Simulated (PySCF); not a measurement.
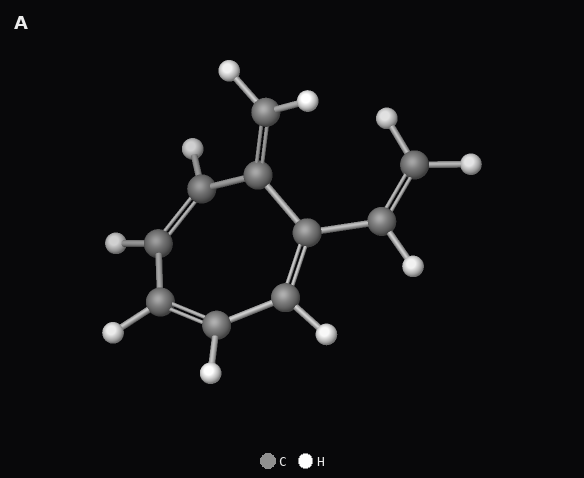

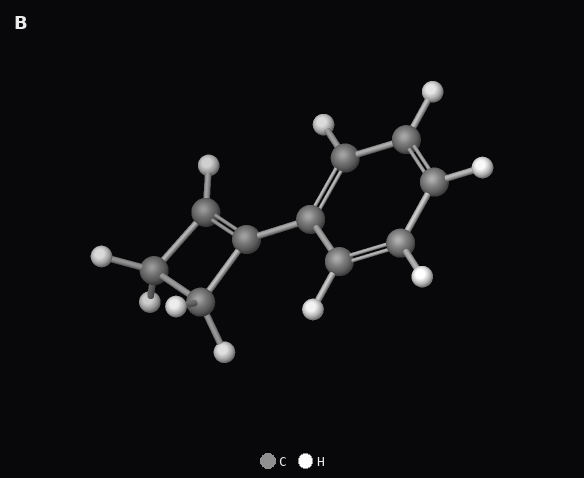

2 stationary structures of one formula. Geometries: PBE0-D3(BJ)/def2-SVP. Electronic energies: PBE0-D3(BJ)/def2-SVP (PySCF 2.14.0), without zero-point energy. No frequency run is at hand to confirm each as a minimum. Each is one conformer, not always the lowest.

Rank them by energy, lowest first.

Answer. B is lowest; A lies 126.9 kJ/mol above it. A is `C=CC1=CC=CC=CC1=C`, B is `C1=C(c2ccccc2)CC1`.
